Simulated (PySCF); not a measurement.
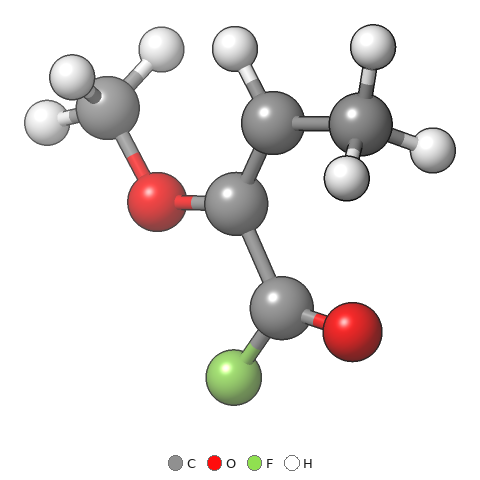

Geometry used (C₅H₇FO₂, SMILES C/C=C(/OC)C(=O)F).

Vertical TDDFT excitations, PBE0/def2-SVPD (IEF-PCM dichloromethane) in PySCF 2.14.0, at a PBE0-D3(BJ)/def2-SVP geometry (no frequency check).

Question: Predict the low-lying singlet excitations and the spectrum.

Answer: The lowest singlet lies at 4.68 eV (265 nm, f = 0.180); the brightest of the first 6 is S1 at 4.68 eV (265 nm), f = 0.180, mainly HOMO → LUMO (98 %). No singlet lies below 3.1 eV (beyond 400 nm), so at this level no vertical transition falls in the visible.


```tsv
state	E (eV)	λ (nm)	f	main character
S1	4.68	265	0.180	HOMO → LUMO (98 %)
S2	5.43	228	0.000	HOMO−1 → LUMO (94 %)
S3	6.55	189	0.012	HOMO → LUMO+1 (97 %)
S4	6.84	181	0.000	HOMO−2 → LUMO (89 %)
S5	6.98	178	0.005	HOMO → LUMO+2 (87 %)
S6	7.23	171	0.160	HOMO−3 → LUMO (94 %)
```

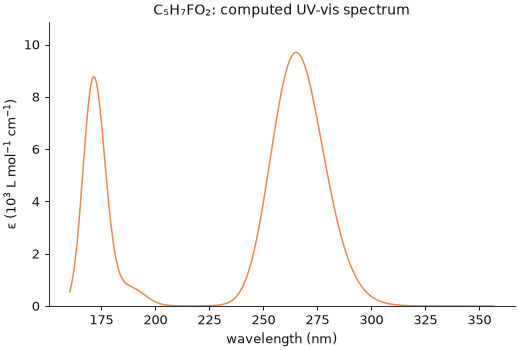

The lowest 6 singlet states are shown; each is broadened by a Gaussian of 1/e half-width 0.30 eV.

Known limits of this run: states above the negative HOMO energy depend on the basis; one conformer of a flexible molecule; core orbitals are frozen in the response.
